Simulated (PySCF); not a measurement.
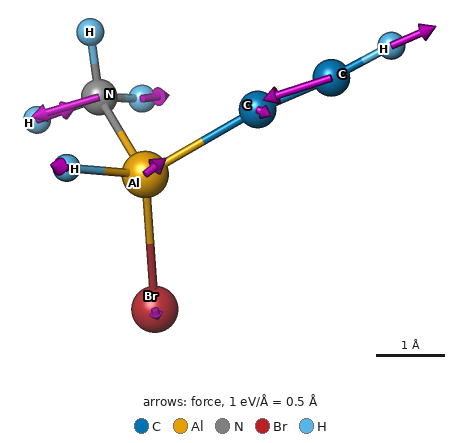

Starting geometry of C$_{2}$H$_{5}$AlBrN with the computed forces as purple arrows. Style: ball-and-stick. Shown at a tilt.

The start comes from GFN2-xTB. Its atoms were then displaced at random by about 0.01 Å.

Theory: PBE0-D3(BJ)/def2-SVP geometry optimisation, gas phase in PySCF 2.14.0, density-fitted response routines. 

**Is this structure relaxed? If not, where do the atoms go?**

It isn't relaxed: the largest force vector, on a C atom, is 2.25 eV/Å. The final displacements have little in common with the starting forces (cosine between the two patterns 0.27). Over 12 geometry steps the energy falls by 0.124 eV. The largest move after the best rigid fit is that of a C atom, 0.096 Å. By element the largest moves are C 0.096 Å, H 0.092 Å, Br 0.085 Å, Al 0.036 Å, N 0.017 Å. Among the contacts that change: Al–H 1.537 → 1.586 Å, H–N 1.059 → 1.022 Å, C–H 1.042 → 1.076 Å, Al–Br 2.275 → 2.305 Å. Among the angles between lasting bonds that change: C–C–Al 172.1° → 179.2°, C–C–H 175.2° → 179.2°, N–Al–Br 99.6° → 97.0°.
